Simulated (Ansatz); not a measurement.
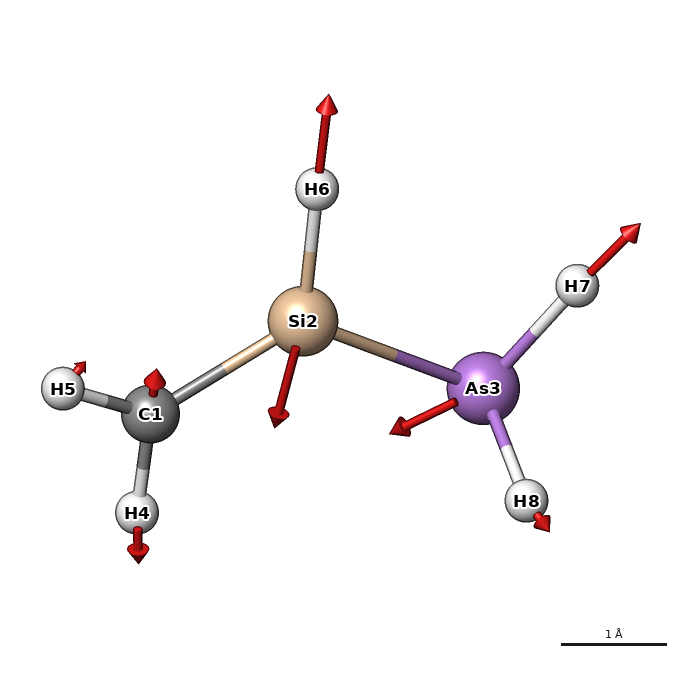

Arrows show the forces on the atoms, 0.5 Å of arrow for 1 eV/Å; forces under a tenth of the largest aren't drawn. Level of theory: PBE0-D4/def2-TZVPP (Ansatz 0.2.0).

On which atom is the force largest, and how large is it?

Answer. On Si2: 1.85 eV/Å.

Which bond do the forces act along most?

Answer. Si2–H6, now 1.404 Å: the forces push its atoms apart, so a first step downhill lengthens it.

List the force components in the frame of the picture (x right, y up, z towards the viewer), in eV/Å.

```
atom     Fx     Fy     Fz
  C1   0.07   0.50   0.46
 Si2  −0.41  −1.55  −0.93
 As3  −1.28  −0.62  −0.61
  H4   0.02  −0.68  −0.48
  H5   0.20   0.24   0.00
  H6   0.18   1.49   0.75
  H7   0.97   0.96   0.59
  H8   0.25  −0.34   0.23
```
